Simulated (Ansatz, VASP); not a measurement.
**Si (Silicon) in two plane-wave programs**

One calculation is typed for both programs; each brings its own data sets. How far apart do they land? The cell is taken from a series of VASP runs on this material, whose earlier steps may have relaxed, scaled or displaced it; both programs get it as it stands. Valence electrons are named where the data sets of a main pair hold unlike numbers.

Calculated with Ansatz 0.2.0; plane waves, with VASP 6.6.1 beside it; band structure at LDA, band structure at r2SCAN and dielectric response at LDA.

## Step 1: The starting structure

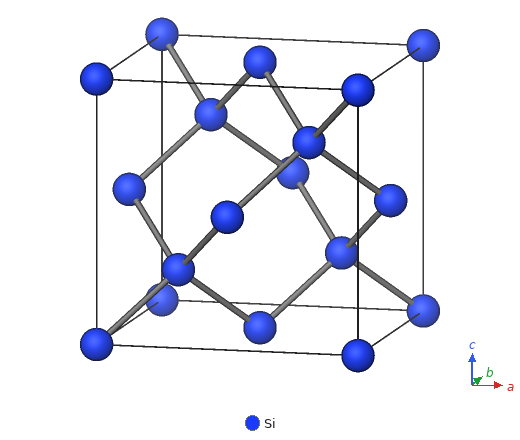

The starting structure, seen slightly off an axis (silicon blue). This picture shows the conventional cell, with its axes. Bonds to atoms that aren't drawn are left out. Some periodic images of atoms are drawn too.

## Step 2: VASP: band structure, LDA

Levels along a path test the potential and the projectors away from the mesh points.

Lines of VASP's logs that name or quote its potential files are left out, and so is its time.

The input, INCAR:

```
SYSTEM = Si
PREC = Accurate
ENCUT = 350
EDIFF = 1E-06
NELM = 100
ISMEAR = 0
SIGMA = 0.03
LREAL = .FALSE.
ALGO = Normal
GGA = CA
NBANDS = 16
LORBIT = 11
LWAVE = .FALSE.
LCHARG = .FALSE.
KPAR = 8
LASPH = .TRUE.
```

The input, POSCAR:

```
Si
1.0
    0.0000000000      2.7154800000      2.7154800000
    2.7154800000      0.0000000000      2.7154800000
    2.7154800000      2.7154800000      0.0000000000
Si
2
Direct
    0.7500000000      0.7500000000      0.7500000000
    0.5000000000      0.5000000000      0.5000000000
```

The input, KPOINTS:

```
Automatic mesh
0
Gamma
8 8 8
0 0 0
```

The input, KPOINTS_OPT:

```
Line mode
10
Line-mode
Reciprocal
  0.00000000   0.00000000   0.00000000 GAMMA
  0.50000000   0.00000000   0.50000000 X

  0.50000000   0.00000000   0.50000000 X
  0.50000000   0.25000000   0.75000000 W

  0.50000000   0.25000000   0.75000000 W
  0.37500000   0.37500000   0.75000000 K

  0.37500000   0.37500000   0.75000000 K
  0.00000000   0.00000000   0.00000000 GAMMA

  0.00000000   0.00000000   0.00000000 GAMMA
  0.50000000   0.50000000   0.50000000 L

  0.50000000   0.50000000   0.50000000 L
  0.62500000   0.25000000   0.62500000 U

  0.62500000   0.25000000   0.62500000 U
  0.50000000   0.25000000   0.75000000 W

  0.50000000   0.25000000   0.75000000 W
  0.50000000   0.50000000   0.50000000 L

  0.50000000   0.50000000   0.50000000 L
  0.37500000   0.37500000   0.75000000 K

  0.62500000   0.25000000   0.62500000 U
  0.50000000   0.00000000   0.50000000 X
```

Potentials, in the order of the species: Si (LDA family, release 64).

The run is started by

```console
> mpirun -np 8 vasp_std
```

Numbers of over 12 decimals in the logs are rounded to 6 here.

Log:

```text
[banner, memory and clock lines left out]
running    8 mpi-ranks, on    1 nodes
 distrk:  each k-point on    1 cores,    8 groups
 distr:  one band on    1 cores,    1 groups

 POSCAR found type information on POSCAR Si
 POSCAR found :  1 types and       2 ions
|                                                                             |
|           W    W    AA    RRRRR   N    N  II  N    N   GGGG   !!!           |
|           W    W   A  A   R    R  NN   N  II  NN   N  G    G  !!!           |
|           W    W  A    A  R    R  N N  N  II  N N  N  G       !!!           |
|           W WW W  AAAAAA  RRRRR   N  N N  II  N  N N  G  GGG   !            |
|           WW  WW  A    A  R   R   N   NN  II  N   NN  G    G                |
|           W    W  A    A  R    R  N    N  II  N    N   GGGG   !!!           |
|                                                                             |
|     For optimal performance we recommend to set                             |
|       NCORE = 2 up to number-of-cores-per-socket                            |
|     NCORE specifies how many cores store one orbital (NPAR=cpu/NCORE).      |
|     This setting can greatly improve the performance of VASP for DFT.       |
|     The default, NCORE=1 might be grossly inefficient on modern             |
|     multi-core architectures or massively parallel machines. Do your        |
|     Unfortunately you need to use the default for GW and RPA                |
|     calculations (for HF NCORE is supported but not extensively tested      |
|     yet).                                                                   |
|                                                                             |

 LDA part: xc-table for (Slater(with rela. corr.)+CA(PZ))
 , standard interpolation
 POSCAR, INCAR and KPOINTS ok, starting setup
 FFT: planning ... GRIDC
 FFT: planning ... GRID_SOFT
 FFT: planning ... GRID
 WAVECAR not read
 entering main loop
       N       E                     dE             d eps       ncg     rms          rms(c)
DAV:   1     0.402358617638E+01    0.40236E+01   -0.23856E+03   928   0.290E+02
DAV:   2    -0.117757193581E+02   -0.15799E+02   -0.15245E+02  1320   0.652E+01
DAV:   3    -0.121698816940E+02   -0.39416E+00   -0.39383E+00  1104   0.842E+00
DAV:   4    -0.121721797212E+02   -0.22980E-02   -0.22979E-02  1272   0.820E-01
DAV:   5    -0.121721998684E+02   -0.20147E-04   -0.20147E-04  1144   0.699E-02    0.502E+00
DAV:   6    -0.119924165010E+02    0.17978E+00   -0.82015E-02  1200   0.870E-01    0.300E+00
DAV:   7    -0.119102563582E+02    0.82160E-01   -0.15010E-01  1200   0.122E+00    0.214E-01
DAV:   8    -0.119104442805E+02   -0.18792E-03   -0.69460E-03  1064   0.334E-01    0.924E-02
DAV:   9    -0.119104243605E+02    0.19920E-04   -0.13259E-04  1288   0.444E-02    0.606E-02
DAV:  10    -0.119104262969E+02   -0.19364E-05   -0.90574E-06  1176   0.134E-02    0.803E-03
DAV:  11    -0.119104256878E+02    0.60907E-06   -0.22774E-06  1264   0.473E-03
   1 F= -.11910426E+02 E0= -.11910426E+02  d E =-.206041E-12
 Start KPOINTS_OPT (optional k-point list driver)
k-point batch [1-29\100]
       N       E                     dE             ncg
DAV:   1     0.608132332663E+03   -0.54971E+04      928
DAV:   2     0.148034970504E+03   -0.46010E+03     1256
DAV:   3     0.136457749229E+03   -0.11577E+02     1248
DAV:   4     0.136392886624E+03   -0.64863E-01     1184
DAV:   5     0.136392353928E+03   -0.53270E-03     1248
DAV:   6     0.136392348354E+03   -0.55749E-05     1232
DAV:   7     0.136392348295E+03   -0.58883E-07     1024
[...]
k-point batch [88-100\100]
       N       E                     dE             ncg
DAV:   1     0.374280591704E+04   -0.31160E+04      416
DAV:   2     0.354022577817E+04   -0.20258E+03      592
DAV:   3     0.353536930053E+04   -0.48565E+01      520
DAV:   4     0.353534332358E+04   -0.25977E-01      552
DAV:   5     0.353534311385E+04   -0.20973E-03      520
DAV:   6     0.353534311164E+04   -0.22196E-05      552
DAV:   7     0.353534311161E+04   -0.23424E-07      448
```

OUTCAR, selected parts (step 2):

```text
ion  position               nearest neighbor table
   1  0.750  0.750  0.750-   2 2.35   2 2.35   2 2.35   2 2.35
   2  0.500  0.500  0.500-   1 2.35   1 2.35   1 2.35   1 2.35

  LATTYP: Found a face centered cubic cell.
 ALAT       =     5.4309600000

 Subroutine GETGRP returns: Found 48 space group operations
 (whereof 24 operations were pure point group operations)

The static configuration has the point symmetry T_d .
 The point group associated with its full space group is O_h .

 Found     29 irreducible k-points:

   k-points           NKPTS =     29   k-points in BZ     NKDIM =     29   number of bands    NBANDS=     16

   dimension x,y,z NGX =    24 NGY =   24 NGZ =   24
   dimension x,y,z NGXF=    48 NGYF=   48 NGZF=   48

   ENCUT  =  350.0 eV  25.72 Ry    5.07 a.u.   5.86  5.86  5.86*2*pi/ulx,y,z

   NELECT =       8.0000    total number of electrons

 k-points in reciprocal lattice and weights: Automatic mesh
   0.00000000  0.00000000  0.00000000       0.002
   0.12500000  0.00000000  0.00000000       0.016
   0.25000000  0.00000000  0.00000000       0.016
   0.37500000  0.00000000  0.00000000       0.016
   0.50000000  0.00000000  0.00000000       0.008
   0.12500000  0.12500000  0.00000000       0.012
   0.25000000  0.12500000  0.00000000       0.047
   0.37500000  0.12500000  0.00000000       0.047
   0.50000000  0.12500000  0.00000000       0.047
[...]
-0.37500000  0.50000000  0.12500000       0.023
  -0.25000000  0.50000000  0.25000000       0.012

 average (electrostatic) potential at core
       1 -84.8919       2 -84.8919

 E-fermi :   5.9052

 k-point     1 :       0.0000    0.0000    0.0000
  band No.  band energies     occupation
      1      -6.1866      2.00000
      2       5.7710      2.00000
      3       5.7710      2.00000
      4       5.7710      2.00000
      5       8.2945      0.00000
      6       8.2945      0.00000
      7       8.2945      0.00000
      8       8.9773      0.00000
      9      13.4458      0.00000
    ...

 k-point     2 :       0.1250    0.0000    0.0000
  band No.  band energies     occupation
      1      -5.9825      2.00000
      2       4.1586      2.00000
      3       5.4815      2.00000
      4       5.4815      2.00000
      5       8.1924      0.00000
      6       8.7192      0.00000
      7       8.7192      0.00000
      8      10.3504      0.00000
      9      12.9995      0.00000
    ...

 k-point     3 :       0.2500    0.0000    0.0000
  band No.  band energies     occupation
      1      -5.3865      2.00000
      2       1.8277      2.00000
      3       5.0116      2.00000
      4       5.0116      2.00000
      5       7.6984      0.00000
      6       9.2343      0.00000
      7       9.2343      0.00000
      8      12.5341      0.00000
      9      12.9381      0.00000
    ...

  Total       -0.3731289     -0.3731289     -0.3731289      0.0000000      0.0000000     -0.0000000
  in kB      -14.9279329    -14.9279329    -14.9279329      0.0000000      0.0000000     -0.0000000
  external PRESSURE =     -14.9279329 kB  Pullay stress =       0.0000000 kB

  energy-cutoff  :      350.00
  volume of cell :       40.05
      direct lattice vectors                 reciprocal lattice vectors
     0.000000000  2.715480000  2.715480000    -0.184129509  0.184129509  0.184129509
     2.715480000  0.000000000  2.715480000     0.184129509 -0.184129509  0.184129509
     2.715480000  2.715480000  0.000000000     0.184129509  0.184129509 -0.184129509

 POSITION                                       TOTAL-FORCE (eV/Angst)
 -----------------------------------------------------------------------------------
      4.07322      4.07322      4.07322        -0.000000     -0.000000     -0.000000
      2.71548      2.71548      2.71548         0.000000      0.000000      0.000000
 -----------------------------------------------------------------------------------
    total drift:                                0.000000      0.000000      0.000000

  FREE ENERGIE OF THE ION-ELECTRON SYSTEM (eV)
  ---------------------------------------------------
  free  energy   TOTEN  =       -11.9104256878 eV

  energy  without entropy=      -11.9104256878  energy(sigma->0) =      -11.91042569

 total charge
# of ion       s       p       d       tot
------------------------------------------
    1        0.758   0.948   0.000   1.706
    2        0.758   0.948   0.000   1.706
--------------------------------------------------
tot          1.516   1.896   0.000   3.412

[... 3 further parts left out ...]
```

The run ends at a pressure of -1.49 GPa.

## Step 3: Ansatz: band structure, LDA

Ansatz runs on its default PAW (the set named soft_2) files.

The same cell, functional (in two slightly different forms), mesh and smearing now go to Ansatz, which takes its cutoff from its data sets.

The input, input.yaml:

```yaml
crystal:
  lattice:
    - [0.0, 2.71548, 2.71548]
    - [2.71548, 0.0, 2.71548]
    - [2.71548, 2.71548, 0.0]
  atoms:
    - { symbol: Si, position: [0.75, 0.75, 0.75] }
    - { symbol: Si, position: [0.5, 0.5, 0.5] }
hamiltonian:
  xc: lda
  pseudopotentials: { kind: paw }
kpoints:
  mp_grid: { grid: [8, 8, 8] }
  band_path:
    path:
      - [0.0, 0.0, 0.0]
      - [0.16667, 0.0, 0.16667]
      - [0.33333, 0.0, 0.33333]
      - [0.44444, 0.0, 0.44444]
      - [0.5, 0.0, 0.5]
      - [0.5, 0.08333, 0.58333]
      - [0.5, 0.19444, 0.69444]
      - [0.5, 0.25, 0.75]
      - [0.45833, 0.29167, 0.75]
      - [0.40278, 0.34722, 0.75]
      - [0.375, 0.375, 0.75]
      - [0.20833, 0.20833, 0.41667]
      - [0.08333, 0.08333, 0.16667]
      - [0.0, 0.0, 0.0]
      - [0.22222, 0.22222, 0.22222]
      - [0.38889, 0.38889, 0.38889]
      - [0.51389, 0.47222, 0.51389]
      - [0.55556, 0.38889, 0.55556]
      - [0.61111, 0.27778, 0.61111]
      - [0.61111, 0.25, 0.63889]
      - [0.56944, 0.25, 0.68056]
      - [0.51389, 0.25, 0.73611]
      - [0.5, 0.27778, 0.72222]
      - [0.5, 0.38889, 0.61111]
      - [0.5, 0.47222, 0.52778]
      - [0.48611, 0.48611, 0.52778]
      - [0.43056, 0.43056, 0.63889]
      - [0.38889, 0.38889, 0.72222]
      - [0.59722, 0.19444, 0.59722]
      - [0.55556, 0.11111, 0.55556]
      - [0.5, 0.0, 0.5]
    npoints: 1
scf:
  occupations: { method: gaussian, width: 0.03 }
  n_extra_bands: 7
output:
  forces: true
  stress: true
  eigenvalues: true
  write_density: true
  write_potential: true
  elf: true
  volumetric_format: npy
```

The run is started by

```console
> ansatz run input.yaml --threads 2 --pin off --max-ram 4608MiB --backend cpu --events-out ev --progress --plain --runs-dir out
```

Log:

```text
scf.n_extra_bands = 7 over 4 filled bands (N_el = 8.0): the run solves 11 bands
Engine: ansatz 0.2.0, aarch64-unknown-linux-gnu
Pseudopotentials: kind: paw
Pseudopotential: Si, paw, valence charge 4, recommended cutoff 420 eV (normal), Si.paw.azcp
Functional definition: SPW92
  exchange = slater_x
  correlation = pw_c
Crystal: 2 atoms, lattice volume = 40.047 Å³
Basis set: ecut = 420 eV, 749 PW (Γ)
Bands: 11, of which v1, the nominal top of the filled ones, is band 4 counted from 1 (3 counted from 0)
Symmetry: 48 space group operations
Space group: Fd-3m (ITA 227), of the structure as read, at distance tolerance 3.4e-5 Å
k-points: 29 of 512
Non-local potential: Si, projectors of the file, l = 0: 2, l = 1: 2, l = 2: 2
PAW form: soft (Blöchl's): semilocal exchange-correlation on the pseudo side does not see the compensation charge
PAW frozen core: Si, regenerated for the run's functional, and the local potential with it (the file was generated under x = pbe(κ = 0.804, μ = 0.219515), c = pbe(β = 0.066725))
PAW one-centre angular grid: Si, 110 points (default); XC on 64 Gauss nodes
Initial density: superposition of atomic densities (neutral atoms: chi_scale 0, normalization atom), corrected by the library's trained network
Initial wavefunctions: pseudopotential atomic-orbital guess
Functional: x = slater, c = lda
SCF iter   1: F=—  HF=-1217.290216 eV  |F-HF|=—  |Δ(HF+E_count)|=         —  Δρ=4.25e-3  dr2=4.27e-3  ethr=1.77e-3  ⟨swp⟩=6.0  Hψ=2519  notcnv=0  defer=2
preconditioner: auto → none  [insulator: Δε(μ)=0.522 eV  Ē_g=11.792 eV  σ=0.030 eV  W_gap=1.00  n_scr=8 (ndim 8)  ℏωp=16.6 eV  f_vac=0.000  D(μ)=0.00/eV (n_scr^D=0)  ε∞_Penn≈3.0]
SCF iter   2: F=—  HF=-1217.289537 eV  |F-HF|=—  |Δ(HF+E_count)|=   6.79e-4  Δρ=1.95e-3  dr2=8.92e-4  ethr=5.34e-5  ⟨swp⟩=1.5  Hψ=575  notcnv=0  defer=32
SCF iter   3: F=—  HF=-1217.289374 eV  |F-HF|=—  |Δ(HF+E_count)|=   1.64e-4  Δρ=1.11e-4  dr2=6.63e-6  ethr=1.11e-5  ⟨swp⟩=1.6  Hψ=329  notcnv=0  defer=32
SCF iter   4: F=—  HF=-1217.289374 eV  |F-HF|=—  |Δ(HF+E_count)|=   6.45e-7  Δρ=1.43e-5  dr2=3.64e-8  ethr=8.28e-8  ⟨swp⟩=2.1  Hψ=370  notcnv=0  defer=32
iter 5 did not close the SCF: its close was put off for the readings that it lacked (scf_convergence_deferred on its scf_iter line)
SCF iter   5: F=-1217.289374 eV  HF=-1217.289374 eV  |F-HF|=8.98e-10  |Δ(HF+E_count)|=   1.05e-8  Δρ=2.95e-6  dr2=2.42e-9  ethr=4.55e-10  ⟨swp⟩=2.0  Hψ=340  notcnv=0  defer=32
SCF iter   6: F=-1217.289374 eV  HF=-1217.289374 eV  |F-HF|=2.80e-11  |Δ(HF+E_count)|=  6.12e-10  Δρ=3.37e-7  dr2=4.90e-11  ethr=3.03e-11  ⟨swp⟩=9.2  Hψ=1839  notcnv=0
SCF 1 converged in 6 iterations: F = -1217.289374 eV  dr2 = 4.90e-11
  greatest PAW one-centre occupation: 0.640 electrons in one spin orbital (limit 2), on the Si atom at site 1 (counted from 0), in its partial waves of l = 0
NSCF: frozen V_eff on 31 k-points
SCF converged after 6 iterations
Free energy (F): -1217.289374 eV
Harris-Foulkes:  -1217.289374 eV  (|F-HF|=2.80e-11)
Internal energy: -1217.289374 eV  (E = F + TS)
E sigma→0 (E₀):  -1217.289374 eV
Fermi energy:    6.308424 eV
--- Per-component energies (eV) ---
  E_band       = 7.826139
  E_kinetic    = 80.952080
  E_local      = -56.902326  (includes V_loc(G=0)·N_el)
  E_nonlocal   = 54.040793
  E_hartree    = 14.887831
  E_xc         = -109.612823
  E_vxc        = -94.264834  (∫ρ·V_xc dr)
  E_paw        = -972.302731  (= ΣΔE_a)
  E_vpaw       = -5.775204  (= ΣTr[D̂ρ^β])
  E_aug_tail   = 0.000011  (compensation charges beyond the density's cutoff)
  E_ewald      = -228.520872
  E_core_change = 0.168661  (= ΣΔE_core)
  E_smearing   = -0.000000  (= −TS)
  E_closure    = 0.000000  (closes the sum)
  Σ components = -1217.289374   (vs F -1217.289374, Δ=0.00e0)
--- Forces (eV/Å), atoms counted from 1 ---
  atom   1  Si    -0.00000000     0.00000000    -0.00000000
  atom   2  Si    -0.00000000    -0.00000000    -0.00000000
  max |Σ_I F_I| component: 9.25e-17 eV/Å
--- Stress (GPa, compression-positive) ---
       -1.489952      -0.000000       0.000000
       -0.000000      -1.489952      -0.000000
       -0.000000       0.000000      -1.489952
  P = ⅓ Tr σ = -1.4900 GPa (-14.900 kbar)
--- Band table (eV; the first three rows and the last of 29) ---
  k-point 0: bands = [-5.9131, 6.0512, 6.0512, 6.0512, 8.5765, 8.5765, 8.5765, 9.2299, ... 3 higher]
  k-point 1: bands = [-5.7090, 4.4358, 5.7617, 5.7617, 8.4660, 9.0001, 9.0001, 10.6129, ... 3 higher]
  k-point 2: bands = [-5.1132, 2.1045, 5.2921, 5.2921, 7.9691, 9.5153, 9.5153, 12.8016, ... 3 higher]
  k-point 28: bands = [-1.6043, -1.6043, 2.1744, 2.1744, 10.2336, 10.2336, 10.9711, 10.9711, ... 3 higher]
```

Elapsed: 1.5 s, on 2 threads of Arm Neoverse N1, shared host; peak memory 0.26 GiB.

In the SCF lines HF is the Harris–Foulkes energy and dr2 the Hartree energy of the density residual, in eV; the loop may stop once dr2 is under the threshold and the program's other checks hold. Hψ counts applications of the Hamiltonian.

## Step 4: Differences

Known differences besides the potentials themselves: the two LDA forms differ slightly; the cutoff is 420 eV in Ansatz and 350 eV in VASP; VASP's log shows a relativistic correction to its local exchange, Ansatz's none. Total energies have different zeros and are not compared.

Compared:

```tsv
quantity	Ansatz	VASP	difference
pressure (GPa)	-1.49	-1.49	0.00
gap over the path points (eV)	0.480	0.479	+0.001
```

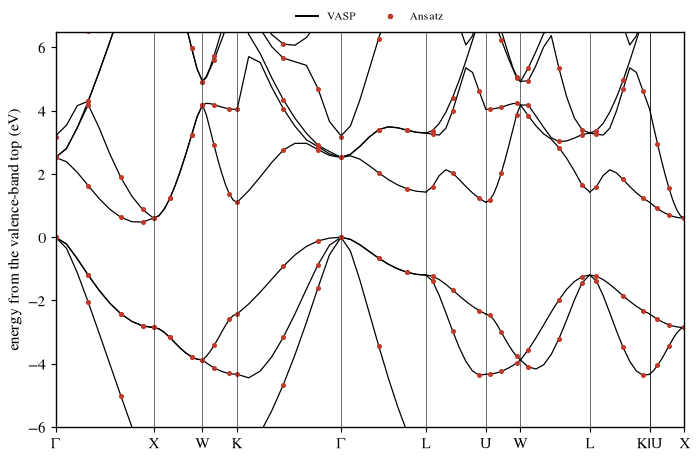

Bands from VASP (lines) and levels from Ansatz (dots). Dots without a line are higher empty bands that the VASP plot leaves out.

Levels at points of the path, from each program's valence-band top (eV; 4 filled, then empty):

```tsv
k (reciprocal lattice)	Ansatz	VASP
0.000 0.000 0.000	-11.96 0.00 0.00 0.00 2.52 2.52 2.52	-11.96 0.00 0.00 0.00 2.52 2.52 2.52
0.167 0.000 0.167	-11.48 -2.06 -1.20 -1.20 1.63 4.18 4.30	-11.47 -2.05 -1.20 -1.20 1.63 4.19 4.30
0.333 0.000 0.333	-10.06 -5.02 -2.42 -2.42 0.63 1.89 7.19	-10.05 -5.01 -2.42 -2.42 0.63 1.89 7.19
0.444 0.000 0.444	-8.65 -6.93 -2.80 -2.80 0.48 0.88 9.24	-8.64 -6.93 -2.81 -2.81 0.48 0.88 9.25
0.500 0.000 0.500	-7.82 -7.82 -2.85 -2.85 0.60 0.60 9.97	-7.81 -7.81 -2.85 -2.85 0.60 0.60 9.98
0.500 0.083 0.583	-7.78 -7.78 -3.17 -3.17 1.23 1.23 8.81	-7.78 -7.78 -3.17 -3.17 1.23 1.23 8.82
0.500 0.194 0.694	-7.68 -7.68 -3.78 -3.78 3.23 3.23 5.98	-7.67 -7.67 -3.78 -3.78 3.23 3.23 5.98
0.500 0.250 0.750	-7.66 -7.66 -3.88 -3.88 4.18 4.18 4.92	-7.65 -7.65 -3.88 -3.88 4.18 4.18 4.92
0.458 0.292 0.750	-7.97 -7.38 -4.12 -3.42 2.91 4.19 5.61	-7.97 -7.37 -4.13 -3.42 2.91 4.19 5.62
0.403 0.347 0.750	-8.20 -7.25 -4.31 -2.60 1.36 4.06 6.91	-8.19 -7.24 -4.31 -2.60 1.36 4.06 6.91
```

Among the levels compared at these points, filled levels agree within 9 meV and empty ones within 10 meV. Ansatz's pressure holds a Pulay correction of 0.04 GPa; VASP's holds none.

## Step 5: Further runs

Further runs change the set-up of one program: Ansatz's method, potentials or start, or VASP's data sets, cutoff or form of LDA. The table gives Ansatz less VASP for each quantity, since a change that brings one quantity closer may part another.

```tsv
run	pressure (GPa)	gap over the path points (eV)
as above	0.0028	8.0e-4
Ansatz's all-electron LAPW method	-0.052	0.0037
```

(Continued in part 2 of 2.)

[Lines on the potential files, build, host, timing and source positions are cut from VASP's logs without a mark.]

[Logs are printed without paths, hosts, clocks, repeated set-up lines and the standing remarks that a program may print on its own settings, such as how far it seeks lower states.]

[Hosts, paths, dates, database ids (printed as entryN), source tags and the programs' standing remarks are cut or masked in the printed files.]
